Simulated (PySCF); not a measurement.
# LiBr (SMILES [Li][Br]) at QCISD(T)/STO-3G

Aim: the energy change on altering one bond length of LiBr at QCISD(T)/STO-3G, from 2 runs. 

Program for the calculation: PySCF 2.14.0.

11 further runs of the same task are left out: 11 set aside as unsound or not needed.

### Step 1. Starting point

LiBr has 2 atoms, charge 0, and is taken as a singlet. As SMILES, `[Li][Br]`. Geometry: relaxed at PBE0-D4/def2-TZVP.

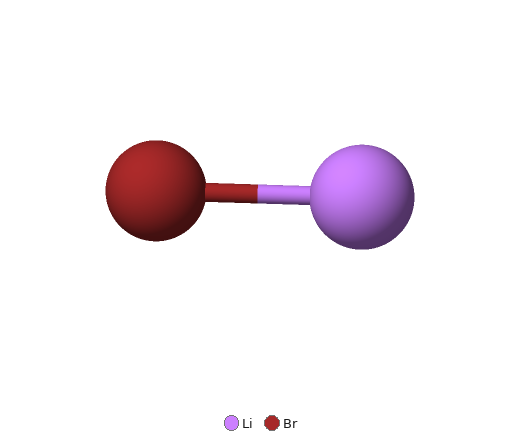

Viewed from a chosen angle; lithium purple, bromine red.

### Step 2. A single-point energy at QCISD(T)/STO-3G

calc.py

```python
from pyscf import gto, cc

system = gto.M(
    atom='''
Li  -0.910300   0.277700  -0.476100
Br   0.939700  -0.337900   0.480100
''',
    verbose=3,
    charge=0,
    max_memory=1860,
    basis='sto-3g',
)

mf = system.RHF()
mf.conv_tol = 1e-10
mf.kernel()
if not mf.converged:
    mf = mf.newton().run(mf.mo_coeff, mf.mo_occ)

mycc = cc.QCISD(mf, frozen=9)
mycc.kernel()
e_t = mycc.qcisd_t()
e_tot = mycc.e_tot + e_t
print('E(%s) = %.9f' % ('QCISD(T)', e_tot))
```

On the command line:

```console
$ OMP_NUM_THREADS=1 python calc.py
```

What it wrote:

```text
converged SCF energy = -2552.08334234575
E(QCISD) = -2552.10457721888  E_corr = -0.02123487312935982
QCISD(T) correction = -0.00182616471477778
E(QCISD(T)) = -2552.106403384
```

It took 0.64 s on 1 thread of Arm Neoverse V2, shared host; peak memory 0.12 GiB.

### Step 3. The distorted shape at the same level

input.py

```python
from pyscf import gto, scf, cc

mol = gto.Mole()
mol.atom = 'Li -2.390340 0.770193 -1.241081; Br 0.939700 -0.337900 0.480100'
mol.charge = 0
mol.verbose = 4
mol.max_memory = 1860
mol.basis = 'sto-3g'
mol.build()

mf = scf.RHF(mol)
mf.conv_tol = 1e-10
mf.kernel()
if not mf.converged:
    mf = mf.newton().run(mf.mo_coeff, mf.mo_occ)

mycc = cc.QCISD(mf, frozen=9)
mycc.kernel()
e_t = mycc.qcisd_t()
e_tot = mycc.e_tot + e_t
print('Final energy', e_tot)
```

On the command line:

```console
$ OMP_NUM_THREADS=1 python input.py
```

What it wrote:

```text
PySCF version 2.14.0

[INPUT] num. atoms = 2
[INPUT] num. electrons = 38
[INPUT] charge = 0
[INPUT] spin (= nelec alpha-beta = 2S) = 0
[INPUT] symmetry False subgroup None
[INPUT] Mole.unit = angstrom
[INPUT] Symbol           X                Y                Z      unit          X                Y                Z       unit  Magmom
[INPUT]  1 Li    -2.390340000000   0.770193000000  -1.241081000000 AA   -4.517087944593   1.455453833057  -2.345303188401 Bohr   0.0
[INPUT]  2 Br     0.939700000000  -0.337900000000   0.480100000000 AA    1.775775639254  -0.638538457491   0.907257512404 Bohr   0.0

nuclear repulsion = 14.2146396022026
number of shells = 11
number of NR pGTOs = 69
number of NR cGTOs = 23
basis = sto-3g
ecp = {}

******** <class 'pyscf.scf.hf.RHF'> ********
method = RHF
initial guess = minao
damping factor = 0
level_shift factor = 0
DIIS = <class 'pyscf.scf.diis.CDIIS'>
diis_start_cycle = 1
diis_space = 8
diis_damp = 0
SCF conv_tol = 1e-10
SCF conv_tol_grad = None
SCF max_cycles = 50
direct_scf = True
direct_scf_tol = 1e-13
Set gradient conv threshold to 1e-05
Initial guess from minao.
init E= -2547.87236000528
  HOMO = -0.585793783605821  LUMO = -0.120346855537228  gap/eV = 12.66546
cycle= 1 E= -2551.82068970762  delta_E= -3.95  |g|= 0.119  |ddm|= 1.34

WARN: HOMO -0.0375700497941212 == LUMO -0.0375700497941004

cycle= 2 E= -2551.22315262715  delta_E= 0.598  |g|= 0.677  |ddm|= 3.42
  HOMO = -0.0890794141932302  LUMO = -0.0318641430939583  gap/eV = 1.55691
cycle= 3 E= -2551.87653176418  delta_E= -0.653  |g|= 0.102  |ddm|= 3.26
  HOMO = -0.10525483562905  LUMO = -0.0248485675386747  gap/eV = 2.18797
cycle= 4 E= -2551.88468371146  delta_E= -0.00815  |g|= 0.0895  |ddm|= 0.146
  HOMO = -0.166918096335129  LUMO = 0.0173542542347716  gap/eV = 5.01431
cycle= 5 E= -2551.90428872826  delta_E= -0.0196  |g|= 0.0124  |ddm|= 0.759
  HOMO = -0.170203815837215  LUMO = 0.0108656885084761  gap/eV = 4.92715
cycle= 6 E= -2551.90443849906  delta_E= -0.00015  |g|= 0.006  |ddm|= 0.087
  HOMO = -0.173198464383995  LUMO = 0.014960189963455  gap/eV = 5.12006
cycle= 7 E= -2551.90450165537  delta_E= -6.32e-05  |g|= 0.00257  |ddm|= 0.0652
  HOMO = -0.173341147727092  LUMO = 0.0144692583720142  gap/eV = 5.11058
cycle= 8 E= -2551.9045157118  delta_E= -1.41e-05  |g|= 0.000351  |ddm|= 0.0173
  HOMO = -0.172987023909951  LUMO = 0.0141713836300223  gap/eV = 5.09284
cycle= 9 E= -2551.90451597561  delta_E= -2.64e-07  |g|= 4.21e-05  |ddm|= 0.00238
  HOMO = -0.172873827485214  LUMO = 0.0141192763360037  gap/eV = 5.08834
cycle= 10 E= -2551.90451598128  delta_E= -5.67e-09  |g|= 4.19e-06  |ddm|= 0.00042
  HOMO = -0.172877750573358  LUMO = 0.014121918596138  gap/eV = 5.08852
cycle= 11 E= -2551.90451598133  delta_E= -5.91e-11  |g|= 8.88e-07  |ddm|= 3.96e-05
  HOMO = -0.172878746102452  LUMO = 0.01412229236159  gap/eV = 5.08856
Extra cycle  E= -2551.90451598134  delta_E= -1.82e-12  |g|= 4.19e-07  |ddm|= 6.87e-06
converged SCF energy = -2551.90451598134

******** <class 'pyscf.cc.qcisd.QCISD'> ********
QCISD nocc = 10, nmo = 14
frozen orbitals 9
max_cycle = 50
direct = 0
conv_tol = 1e-07
conv_tol_normt = 1e-05
diis_space = 6
diis_start_cycle = 0
diis_start_energy_diff = 1e+09
Init t2, MP2 energy = -2551.93333801167  E_corr(MP2) -0.0288220303314881
Init E_corr(QCISD) = -0.0288220303317537
cycle = 1  E_corr(QCISD) = -0.0369667480659477  dE = -0.00814471773  norm(t1,t2) = 0.149725
cycle = 2  E_corr(QCISD) = -0.0481082822449742  dE = -0.0111415342  norm(t1,t2) = 0.10735
cycle = 3  E_corr(QCISD) = -0.051191320575711  dE = -0.00308303833  norm(t1,t2) = 0.0693803
cycle = 4  E_corr(QCISD) = -0.0604996700890095  dE = -0.00930834951  norm(t1,t2) = 0.0511434
cycle = 5  E_corr(QCISD) = -0.0599524838521675  dE = 0.000547186237  norm(t1,t2) = 0.0154615
cycle = 6  E_corr(QCISD) = -0.0588245504618663  dE = 0.00112793339  norm(t1,t2) = 0.0107276
cycle = 7  E_corr(QCISD) = -0.0592380381302041  dE = -0.000413487668  norm(t1,t2) = 0.0078816
cycle = 8  E_corr(QCISD) = -0.059992502827751  dE = -0.000754464698  norm(t1,t2) = 0.00518297
cycle = 9  E_corr(QCISD) = -0.0599900318409521  dE = 2.4709868e-06  norm(t1,t2) = 0.000933494
cycle = 10  E_corr(QCISD) = -0.0599379586502481  dE = 5.20731907e-05  norm(t1,t2) = 0.00076025
cycle = 11  E_corr(QCISD) = -0.0599393840381395  dE = -1.42538789e-06  norm(t1,t2) = 0.000456061
cycle = 12  E_corr(QCISD) = -0.0599366855528495  dE = 2.69848529e-06  norm(t1,t2) = 0.000110033
cycle = 13  E_corr(QCISD) = -0.0599367245545637  dE = -3.90017143e-08  norm(t1,t2) = 3.12915e-05
cycle = 14  E_corr(QCISD) = -0.0599372410117084  dE = -5.16457145e-07  norm(t1,t2) = 1.11135e-05
cycle = 15  E_corr(QCISD) = -0.0599372023968088  dE = 3.86148997e-08  norm(t1,t2) = 1.83088e-06
QCISD converged
E(QCISD) = -2551.964453183733  E_corr = -0.05993720239680877
QCISD(T) correction = -0.000776098581701288
Final energy -2551.9652292823152
```

Wall time 0.6 s (1 thread of Arm Neoverse V2, shared host); peak memory 0.1 GiB.

### Step 4. Outcome

Level: QCISD(T)/STO-3G, 9 core orbitals frozen.

| quantity | value |
| --- | --- |
| first shape: total energy | -2552.10640 Eh |
| first shape: dipole moment (Hartree–Fock density) | 4.66 D |
| first shape: HOMO energy (Hartree–Fock orbitals) | -7.52 eV |
| first shape: LUMO energy (Hartree–Fock orbitals) | 1.96 eV |
| first shape: HOMO–LUMO gap (Hartree–Fock orbitals) | 9.49 eV |
| first shape: correlation energy (9 core orbitals frozen) | -23.1 mEh |
| first shape: (T) correction | -1.83 mEh |
| first shape: T1 diagnostic | 0.016 |
| distorted shape: total energy | -2551.96523 Eh |
| distorted shape: dipole moment (Hartree–Fock density) | 9.12 D |
| distorted shape: HOMO energy (Hartree–Fock orbitals) | -4.70 eV |
| distorted shape: LUMO energy (Hartree–Fock orbitals) | 0.38 eV |
| distorted shape: HOMO–LUMO gap (Hartree–Fock orbitals) | 5.09 eV |
| distorted shape: correlation energy (9 core orbitals frozen) | -60.7 mEh |
| distorted shape: (T) correction | -0.78 mEh |
| distorted shape: T1 diagnostic | 0.065 |
| energy change with the Li1–Br2 bond stretched from 2.172 to 3.909 Å | 3.842 eV |

With the Li1–Br2 bond stretched from 2.172 to 3.909 Å the energy rises by 3.84 eV (371 kJ/mol). The first shape isn't relaxed at this level, so the change isn't measured from a minimum. The minimal basis adds a large error of its own. The triples (first shape) make up 7.9 % of the correlation energy. The T1 diagnostic (distorted shape) of 0.065 is above the customary mark for such species, so a single reference may not serve. The triples (distorted shape) make up 1.3 % of the correlation energy.
